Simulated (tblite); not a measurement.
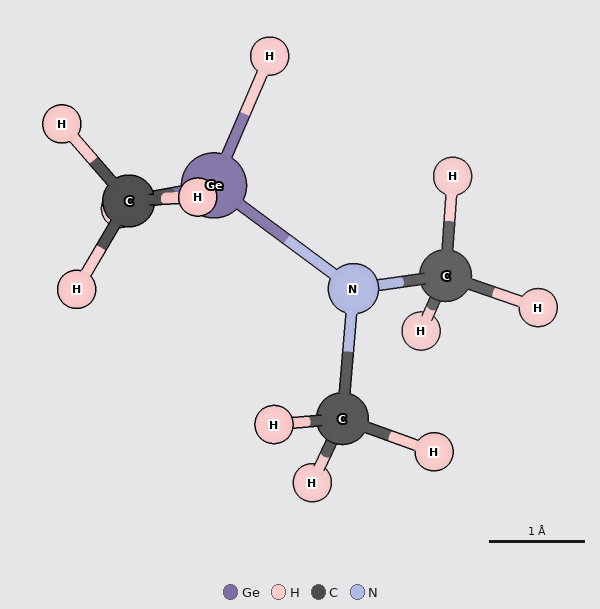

Figure 1. The structure as given in the input (ball-and-stick view, seen at a tilt). Sticks mark near contacts. Bond lengths as drawn: C–Ge 1.97 Å, C–H 1.09 to 1.10 Å, C–N 1.45 Å, Ge–H 1.51 to 1.53 Å and Ge–N 1.83 Å.

**Run report: C3H11GeN, nudged elastic band**

The run: nudged elastic band of C3H11GeN (GeH2Me(NMe2)), SMILES [H][Ge]([H])([CH3])[N](C)C. Method and program: GFN2-xTB climbing-image nudged elastic band, gas phase (tblite 0.8.0).

The program's output:
```
image   E - E0 / eV
  0       0.0000
  1       0.0149
  2       0.0421
  3       0.0672
  4       0.0760
  5       0.0293
  6      -0.0048
```

This output came from the following input.

Input:
```
{"job": {"xc": "GFN2-xTB", "basis": "xTB", "kind": "neb"}, "charge": 0, "multiplicity": 1}
Ge     0.869736     0.914830    -0.161838
H      2.248078     0.671511     0.393411
H      1.062380     1.382388    -1.601531
C     -0.150364     2.246797     0.863127
H      0.437101     3.150802     0.996951
H     -0.399819     1.852913     1.844882
H     -1.072186     2.521495     0.357000
N      0.052016    -0.715146     0.028360
C      0.751707    -1.902283    -0.409931
C     -1.375554    -0.836422    -0.166893
H      0.393591    -2.767706     0.155125
H      1.817725    -1.779164    -0.223131
H      0.605927    -2.109808    -1.478308
H     -1.870268     0.063325     0.194524
H     -1.647682    -0.986925    -1.220241
H     -1.751971    -1.691972     0.401800
```

The first line tells a small driver script what to run in tblite; the rest is the geometry in Å.

Launch command:
```bash
OMP_NUM_THREADS=1 python <driver script> task.json out
```

Key numbers:

- outcome: converged
- forward barrier: 0.076 eV
- hardware: 1 CPU thread, shared host
- wall time: 1.7 s
- peak memory: 0.19 GiB
